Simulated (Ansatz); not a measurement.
# One shape, several levels: InH3 (SMILES [H][In]([H])[H])

We compute a comparison of 6 runs (B3LYP/STO-3G, BHLYP/STO-3G, SVWN5/STO-3G, revPBE/STO-3G, wB97M-V/STO-3G, UCCSD(T)/STO-3G) of InH3. 

The calculation is run with Ansatz 0.2.0.

27 further runs of the same task are left out: 1 that didn't finish, 26 set aside as unsound or not needed.

## (1) The molecule

InH3: 4 atoms, total charge 0, spin state singlet. As SMILES, `[H][In]([H])[H]`. The H2–In1 distance was set to 2.578 Å, away from the relaxed value. At this shape a bond of the SMILES string is far longer than usual.

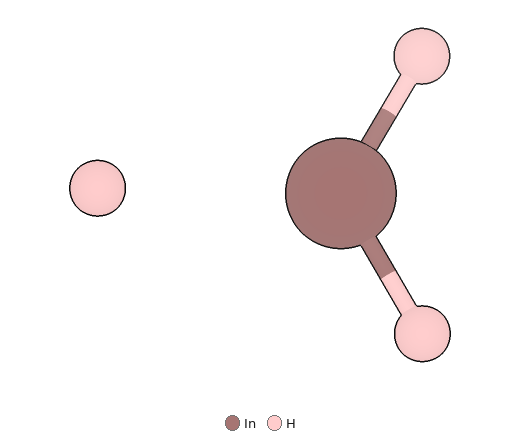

Viewed from a chosen angle; indium brown, hydrogen pink.

## (2) A single-point energy at B3LYP/STO-3G (run 1)

in.yaml reads:

```yaml
crystal:
  periodic: [false, false, false]
  atoms:
    - {symbol: In, position_ang: [-0.858465, 0.012784, -0.007565]}
    - {symbol: H, position_ang: [1.718930, -0.027790, 0.013510]}
    - {symbol: H, position_ang: [-1.693615, 1.514924, -0.024805]}
    - {symbol: H, position_ang: [-1.744165, -1.459356, -0.002215]}
basis:
  gaussian: {orbitals: STO-3G}
hamiltonian: {xc: {name: B3LYP}}
accuracy: high
```

The run is started by

```sh
$ ansatz run in.yaml --threads 1 --pin off --max-ram 2610MiB --events-out events.jsonl --progress --plain --runs-dir runs
```

Output:

```text
Warning: RAYON_NUM_THREADS=1 ignored (pool sized by the plan → 1); use --threads N
Functional definition: B3LYP
  name "B3LYP"
  parameter a0 = 0.2
  parameter ax = 0.72
  parameter ac = 0.81
  exchange = (1 - a0 - ax)*slater_x + ax*b88_x + a0*exact_x
  correlation = (1 - ac)*vwn_rpa_c + ac*lyp_c
526 factors; integrals over basis functions are off by at most 4.0e-9 eV
mean field evaluation 1: about -154735.5613 eV, gradient 1.9e1 eV
mean field evaluation 2: about -154733.2236 eV, gradient 2.3e1 eV
mean field evaluation 4: about -154737.8500 eV, gradient 2.7e-1 eV
mean field evaluation 8: about -154737.7820 eV, gradient 7.7e-3 eV
mean field evaluation 16: about -154737.7820 eV, gradient 2.3e-8 eV
mean field -154737.78197823 eV, -5686.5086026641 hartree, gradient 2.2e-8 eV, S^2 0.000000; 0 other end points of the search recorded, 0 dependent functions left out
reference -154737.78200494 eV, -5686.5086036458 hartree; 26, 26 occupied and 4, 4 virtual orbitals, 526 factors
Total energy: -154737.78200494 eV, -5686.5086036458 hartree
```

Run time: 0.58 s. Hardware: 1 thread of AMD EPYC 9R45 (Zen 5), shared host; peak memory 0.12 GiB.

## (3) A single-point energy at BHLYP/STO-3G (run 2)

in.yaml: that of step 2 with these lines changed.

```diff
@@ -8,4 +8,6 @@
 basis:
-  gaussian: {orbitals: STO-3G}
-hamiltonian: {xc: {name: B3LYP}}
+  gaussian:
+    orbitals: STO-3G
 accuracy: high
+hamiltonian:
+  xc: {name: BHLYP}
```

The run is started by

```sh
$ ansatz run in.yaml --threads 1 --pin off --max-ram 2610MiB --events-out events.jsonl --progress --plain --runs-dir runs
```

Output:

```text
Warning: RAYON_NUM_THREADS=1 ignored (pool sized by the plan → 1); use --threads N
Functional definition: BHLYP
  name "BHLYP"
  parameter a = 0.5
  exchange = (1 - a)*b88_x + a*exact_x
  correlation = lyp_c
526 factors; integrals over basis functions are off by at most 4.0e-9 eV
mean field evaluation 1: about -154740.8969 eV, gradient 1.3e1 eV
mean field evaluation 2: about -154741.3095 eV, gradient 1.1e1 eV
mean field evaluation 4: about -154742.2759 eV, gradient 1.3e-1 eV
mean field evaluation 8: about -154742.2211 eV, gradient 4.3e-4 eV
mean field evaluation 16: about -154742.2211 eV, gradient 1.9e-9 eV
mean field -154742.22110586 eV, -5686.6717375957 hartree, gradient 2.5e-9 eV, S^2 0.000000; 0 other end points of the search recorded, 0 dependent functions left out
reference -154742.22112420 eV, -5686.6717382698 hartree; 26, 26 occupied and 4, 4 virtual orbitals, 526 factors
Total energy: -154742.22112420 eV, -5686.6717382698 hartree
```

Run time: 0.64 s. Hardware: 1 thread of AMD EPYC 9R45 (Zen 5), shared host; peak memory 0.12 GiB.

## (4) A single-point energy at SVWN5/STO-3G (run 3)

molecule.yaml reads:

```yaml
crystal:
  periodic: [false, false, false]
  atoms:
    - symbol: In
      position_ang: [-0.858465, 0.012784, -0.007565]
    - symbol: H
      position_ang: [1.718930, -0.027790, 0.013510]
    - symbol: H
      position_ang: [-1.693615, 1.514924, -0.024805]
    - symbol: H
      position_ang: [-1.744165, -1.459356, -0.002215]
basis:
  gaussian:
    orbitals: STO-3G
accuracy: high
hamiltonian:
  xc: {name: SVWN5}
```

The run is started by

```sh
$ ansatz run molecule.yaml --threads 1 --pin off --max-ram 2610MiB --events-out events.jsonl --progress --plain --runs-dir runs
```

Output:

```text
Warning: RAYON_NUM_THREADS=1 ignored (pool sized by the plan → 1); use --threads N
Functional definition: SVWN5
  name "SVWN5"
  exchange = slater_x
  correlation = vwn5_c
526 factors; integrals over basis functions are off by at most 4.0e-9 eV
mean field evaluation 1: about -154578.6621 eV, gradient 3.3e1 eV
mean field evaluation 2: about -154574.4079 eV, gradient 2.8e1 eV
mean field evaluation 4: about -154583.7293 eV, gradient 2.2e0 eV
mean field evaluation 8: about -154583.6748 eV, gradient 2.1e-1 eV
mean field evaluation 16: about -154583.6752 eV, gradient 7.4e-6 eV
mean field -154583.67517445 eV, -5680.8452820827 hartree, gradient 2.6e-8 eV, S^2 0.000000; 0 other end points of the search recorded, 0 dependent functions left out
reference -154583.67517623 eV, -5680.8452821479 hartree; 26, 26 occupied and 4, 4 virtual orbitals, 526 factors
Total energy: -154583.67517623 eV, -5680.8452821479 hartree
```

It took 0.42 s on 1 thread of AMD EPYC 9R45 (Zen 5), shared host.

Runs 4 to 5 aren't shown in full; the table further down has their settings and results.

## (5) A single-point energy at UCCSD(T)/STO-3G (run 6)

job.yaml reads:

```yaml
crystal:
  periodic: [false, false, false]
  atoms:
    - {symbol: In, position_ang: [-0.858465, 0.012784, -0.007565]}
    - {symbol: H, position_ang: [1.718930, -0.027790, 0.013510]}
    - {symbol: H, position_ang: [-1.693615, 1.514924, -0.024805]}
    - {symbol: H, position_ang: [-1.744165, -1.459356, -0.002215]}
basis:
  gaussian: {orbitals: STO-3G}
total_charge: 0
magnetization: {spin_polarized: true, initial_magnetization: 0}
correlation: {method: ccsd_t, frozen_orbitals: {H: 0, In: 18}}
accuracy: high
scf: {omitted_lower_state_checks: [cluster_reference, increment]}
```

The run is started by

```sh
$ ansatz run job.yaml --threads 1 --pin off --max-ram 2610MiB --events-out events.jsonl --progress --plain --runs-dir runs
```

Output:

```text
Warning: RAYON_NUM_THREADS=1 ignored (pool sized by the plan → 1); use --threads N
[... 13 lines left out ...]
18 core orbitals not correlated: weight in the atoms' cores, before any rotation towards them, 1.000 or more for the frozen orbitals, at most 0.000 for the correlated occupied ones
[... 31 lines left out ...]
Total energy: -154684.08656578 eV, -5684.5353326527 hartree
Checks for a lower state left out: cluster_reference, increment
```

Wall time 0.52 s (1 thread of AMD EPYC 9R45 (Zen 5), shared host).

## (6) All runs side by side

```
run            level  frozen core orbitals   energy (Eh)  wall time
  1     B3LYP/STO-3G                     –  -5686.508604     0.58 s
  2     BHLYP/STO-3G                     –  -5686.671738     0.64 s
  3     SVWN5/STO-3G                     –  -5680.845282     0.42 s
  4    revPBE/STO-3G                     –  -5686.179229     0.62 s
  5   wB97M-V/STO-3G                     –  -5686.601820      5.1 s
  6  UCCSD(T)/STO-3G                    18  -5684.535333     0.52 s
```

## (7) Summary of results

```
                                           quantity           value
                                run 6: total energy  -5684.53533 Eh
run 6: correlation energy (18 core orbitals frozen)       -69.3 mEh
                              run 6: (T) correction       -1.12 mEh
           run 6: ⟨S²⟩ of the reference determinant           0.554
                               run 6: T1 diagnostic           0.068
```

In words: Totals of different functionals can't be ranked against each other. In runs 1, 2, 3, 4, 5, 6 the basis is minimal, so the values are rough. In runs 1, 2, 3, 4, 5, 6 relativity is left out where basis or elements ask for it. Spin contamination of the reference: run 6 ⟨S²⟩ = 0.55. All runs together took 7.9 s, the longest 5.1 s.
